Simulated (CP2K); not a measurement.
# C3H10AlB (SMILES B[CH2][Al]([CH3])[CH3]): PM3

What is the energy difference between two shapes of C3H10AlB at PM3? 

Program for the calculation: CP2K 2026.2.

1 further run of the same task is left out (it didn't finish).

**1. Starting point**

C3H10AlB: 15 atoms, total charge 0, spin state singlet. As SMILES, `B[CH2][Al]([CH3])[CH3]`. Geometry: a rough force-field guess.

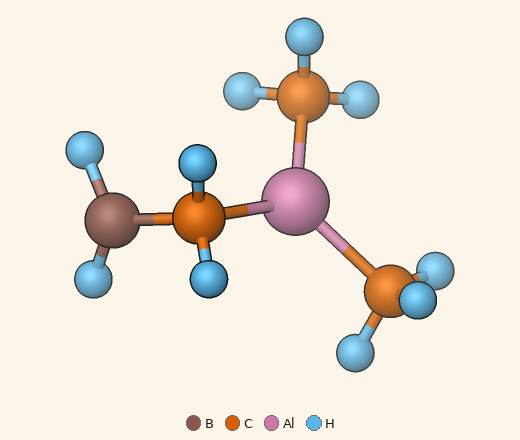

Viewed from a chosen angle; boron brown, carbon orange, aluminium pink, hydrogen blue.

**2. A single-point energy at PM3**

Input file mol.inp:

```
&global
   project_name mol
   run_type ENERGY
   print_level MEDIUM
&end global
&force_eval
   method QUICKSTEP
   &dft
      charge 0
      multiplicity 1
      &qs
         method PM3
         eps_default 1.0E-10
         &se
            &coulomb
               cutoff [angstrom] 50
               rc_range [angstrom] 0
            &end coulomb
            &exchange
               cutoff [angstrom] 50
               rc_range [angstrom] 0
            &end exchange
         &end se
      &end qs
      &poisson
         periodic NONE
         poisson_solver ANALYTIC
      &end poisson
      &scf
         scf_guess ATOMIC
         eps_scf 1.0E-06
         max_scf 150
         added_mos 4
         &diagonalization
            algorithm STANDARD
         &end diagonalization
         &mixing
            method DIRECT_P_MIXING
            alpha 0.4
         &end mixing
      &end scf
      &print
         &moments
            periodic F
            reference COM
            max_moment 1
         &end moments
         &mo ON
            energies T
            occupation_numbers T
            ndigits 6
            &each
               qs_scf 0
            &end each
            add_last NUMERIC
         &end mo
         &hirshfeld OFF
         &end hirshfeld
      &end print
   &end dft
   &subsys
      &cell
         abc [angstrom] 14.5 14.8 14.7
         periodic NONE
      &end cell
      &coord
         UNIT bohr
         B     -2.6800096    -0.8443296     3.7310753
         C      0.1528788    -0.5676737     3.1150245
         Al     0.6016888     0.1150843    -0.5759885
         C      2.7385911    -2.3043320    -2.6665925
         C     -0.7950078     3.1936372    -2.1380361
         H     -3.9757948     1.1508432     3.7409018
         H     -3.8011841    -2.6163258     3.1206937
         H      1.1750317    -2.3317331     3.6148571
         H      1.0047674     1.0351920     4.3115991
         H      4.5525392    -2.4974620    -1.8655376
         H      1.6363139    -4.1951920    -2.5628466
         H      2.7036312    -1.6185504    -4.6058295
         H     -0.0907069     4.9524053    -1.1961966
         H     -2.9294534     3.2117785    -1.8271762
         H     -0.3348595     3.2206602    -4.1403899
      &end coord
      &topology
         &center_coordinates
         &end center_coordinates
      &end topology
   &end subsys
&end force_eval
```

Command:

```sh
$ OMP_NUM_THREADS=1 cp2k.psmp -i mol.inp > mol.out 2>&1
```

Standard output:

```text
CP2K| version string:                                       CP2K version 2026.2
[...]
 GLOBAL| Method name                                                        CP2K
[...]
 GLOBAL| Run type                                                         ENERGY
[...]
                             - Atoms:                                         15
[...]
                             - Spherical basis functions:                     30
[...]
 Number of electrons:                                                         28
[...]
     1 P_Mix/Diag. 0.40E+00    0.0     0.87787984       -15.0562814050 -1.51E+01
[...]
    21 DIIS/Diag.  0.22E-06    0.0     0.00000045       -22.6488433411 -1.56E-12
  *** SCF run converged in    21 steps ***
  Core-core repulsion energy [eV]:                           1675.66153096107359
  Core Hamiltonian energy [eV]:                              -892.44348892750986
  Two-electron integral energy [eV]:                        -2799.04882419057049
  Electronic energy [eV]:                                   -2291.96790102279510
  Total energy [eV]:                                         -616.30637006172162
  Atomic reference energy [eV]:                               617.55411521168003
  Heat of formation [kcal/mol]:                                28.77368899236996
[...]
 SE_DIPOLE| Moment [Debye]         -0.33385605       0.07159673      -0.33078198
 SE_DIPOLE| Derivative [a.u.]       0.00000000       0.00000000       0.00000000
 ENERGY| Total FORCE_EVAL ( QS ) energy [hartree]            -22.648843341101490
[...]
```

Wall time 0.84 s (1 thread of Intel Xeon 6975P-C (Granite Rapids), shared host); peak memory 0.19 GiB.

**3. The distorted shape at the same level**

Input file job.inp:

```
&FORCE_EVAL
  METHOD QUICKSTEP
  &DFT
    &QS
      METHOD PM3
      EPS_DEFAULT 1.0E-10
      &SE
        &COULOMB
          CUTOFF [angstrom] 50
          RC_RANGE [angstrom] 0
        &END COULOMB
        &EXCHANGE
          CUTOFF [angstrom] 50
          RC_RANGE [angstrom] 0
        &END EXCHANGE
      &END SE
    &END QS
    &POISSON
      PERIODIC NONE
      POISSON_SOLVER ANALYTIC
    &END POISSON
    ! self-consistent field
    &SCF
      SCF_GUESS ATOMIC
      EPS_SCF 1.0E-06
      MAX_SCF 150
      ADDED_MOS 4
      &DIAGONALIZATION
        ALGORITHM STANDARD
      &END DIAGONALIZATION
      &MIXING
        METHOD DIRECT_P_MIXING
        ALPHA 0.4
      &END MIXING
    &END SCF
    &PRINT
      &MOMENTS
        PERIODIC F
        REFERENCE COM
        MAX_MOMENT 1
      &END MOMENTS
      &MO ON
        ENERGIES T
        OCCUPATION_NUMBERS T
        NDIGITS 6
        &EACH
          QS_SCF 0
        &END EACH
        ADD_LAST NUMERIC
      &END MO
      &HIRSHFELD OFF
      &END HIRSHFELD
    &END PRINT
  &END DFT
  ! structure
  &SUBSYS
    ! vacuum box
    &CELL
      ABC 14.5 14.8 14.7
      PERIODIC NONE
    &END CELL
    &COORD
      UNIT bohr
      B     -2.7140265    -0.8838344     3.7099330
      C      0.1330821    -0.5986993     3.0916184
      Al     0.5509874     0.1122554    -0.5443451
      C      2.7985483    -2.3065336    -2.6833695
      C     -0.7518956     3.1416905    -2.2024739
      H     -3.9889265     1.1399357     3.7455884
      H     -3.8212738    -2.6651280     3.0863272
      H      1.2348113    -2.3132440     3.6736068
      H      1.0496276     0.9761002     4.3145603
      H      4.5804259    -2.4725876    -1.8640240
      H      1.6265496    -4.1557232    -2.4871895
      H      2.7492038    -1.6074464    -4.5494816
      H     -0.1378385     4.9694770    -1.2049121
      H     -2.8957502     3.2100173    -1.8012605
      H     -0.2812385     3.1700439    -4.0993470
    &END COORD
    &TOPOLOGY
      &CENTER_COORDINATES
      &END CENTER_COORDINATES
    &END TOPOLOGY
  &END SUBSYS
&END FORCE_EVAL

&GLOBAL
  PROJECT job
  RUN_TYPE ENERGY
  PRINT_LEVEL MEDIUM
&END GLOBAL
```

Command:

```sh
$ OMP_NUM_THREADS=1 cp2k.psmp -i job.inp > job.out 2>&1
```

Standard output:

```text
CP2K| version string:                                       CP2K version 2026.2
[...]
 GLOBAL| Method name                                                        CP2K
[...]
 GLOBAL| Run type                                                         ENERGY
[...]
                             - Atoms:                                         15
[...]
                             - Spherical basis functions:                     30
[...]
 Number of electrons:                                                         28
[...]
     1 P_Mix/Diag. 0.40E+00    0.0     0.87921855       -15.0439307500 -1.50E+01
[...]
    21 DIIS/Diag.  0.25E-06    0.0     0.00000050       -22.6393701192 -1.73E-12
  *** SCF run converged in    21 steps ***
  Core-core repulsion energy [eV]:                           1676.53882294850814
  Core Hamiltonian energy [eV]:                              -892.40314350127744
  Two-electron integral energy [eV]:                        -2800.36854006065323
  Electronic energy [eV]:                                   -2292.58741353160440
  Total energy [eV]:                                         -616.04859058309592
  Atomic reference energy [eV]:                               617.55411521168003
  Heat of formation [kcal/mol]:                                34.71822546028347
[...]
 SE_DIPOLE| Moment [Debye]         -0.14786072       0.03619521      -0.45832459
 SE_DIPOLE| Derivative [a.u.]       0.00000000       0.00000000       0.00000000
 ENERGY| Total FORCE_EVAL ( QS ) energy [hartree]            -22.639370119159359
[...]
```

Run time: 0.84 s. Hardware: 1 thread of Intel Xeon 6975P-C (Granite Rapids), shared host; peak memory 0.19 GiB.

**4. Results**

Level: PM3.

| quantity | value |
| --- | --- |
| first shape: total energy | -22.64884 Eh |
| first shape: dipole moment | 0.48 D |
| first shape: HOMO energy | -9.84 eV |
| first shape: LUMO energy | -1.52 eV |
| first shape: HOMO–LUMO gap | 8.32 eV |
| first shape: heat of formation | 28.8 kcal/mol |
| distorted shape: total energy | -22.63937 Eh |
| distorted shape: dipole moment | 0.48 D |
| distorted shape: HOMO energy | -9.62 eV |
| distorted shape: LUMO energy | -1.53 eV |
| distorted shape: HOMO–LUMO gap | 8.09 eV |
| distorted shape: heat of formation | 34.7 kcal/mol |
| energy change with the atoms displaced | 0.258 eV |

What this shows: With the atoms displaced the energy rises by 0.26 eV (5.9 kcal/mol). The first shape isn't relaxed at this level, so the change isn't measured from a minimum.
